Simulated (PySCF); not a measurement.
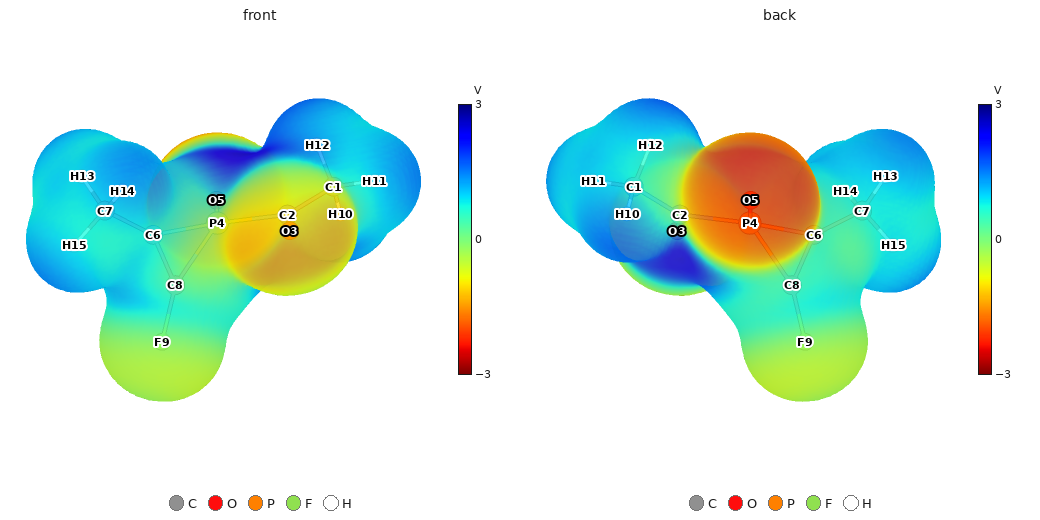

Figure. C5H6FO2P. The electrostatic potential painted on the density surface at 0.004 e/bohr³, seen from the front and from behind; red is negative and blue positive.

Geometry: GFN2-xTB.

These are results of PBE0/pcSseg-1, SCF density, gas phase, non-relativistic in PySCF, not measurements.

Input file:

```
{"job": {"kind": "nmr", "xc": "PBE0", "basis": "pcSseg-1"}, "charge": 0, "multiplicity": 1}
C      2.808875     0.121317    -0.329130
C      1.558765    -0.121841     0.426375
O      1.390920    -0.210142     1.602518
P      0.102032    -0.292113    -0.752058
O      0.365682    -0.121092    -2.185868
C     -1.509844    -0.060998     0.088538
C     -2.579453     0.834052     0.556733
C     -1.178752    -1.348452    -0.036139
F     -1.723496    -2.529884     0.214013
H      2.961512    -0.708881    -1.021078
H      3.666126     0.234827     0.330462
H      2.671733     1.012372    -0.943596
H     -2.864307     1.524495    -0.236524
H     -2.226369     1.422684     1.403205
H     -3.447838     0.251647     0.860636
```

Command:

```sh
OMP_NUM_THREADS=1 python probes_run.py task.json out
```

> Describe the electrostatic potential map.

The most negative region (about −2.1 V, or −48 kcal/mol for a unit charge) lies over O5, the most positive (about +2.4 V, or +55 kcal/mol for a unit charge) over C2 and P4. O5 is the likeliest acceptor of a hydrogen bond.
